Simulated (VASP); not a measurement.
Band structure of InSe (relaxed from the layer:beta-GaS structure). Computed with PBEsol GGA, VASP's PBE PAW potentials (set 64) (plane waves; VASP).

The cell holds a wide vacuum, so values per volume refer to the whole cell. Unless said otherwise, spin-orbit coupling is left out, though it shifts the bands of the heavy elements here.

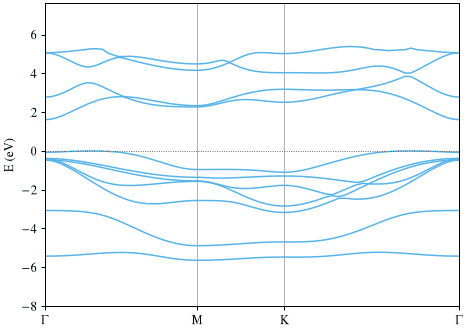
Figure: Bands along high-symmetry lines, zero at the valence-band maximum or, without a gap, the Fermi level

Read the plot: is there a gap, and where are the band edges?

The gap is indirect, 1.61 eV, from the valence maximum at K-Γ at 0.72 to the conduction minimum at Γ. (Edges off the drawn lines would not show.)

The cell is a sheet with vacuum, built from a generated structure.
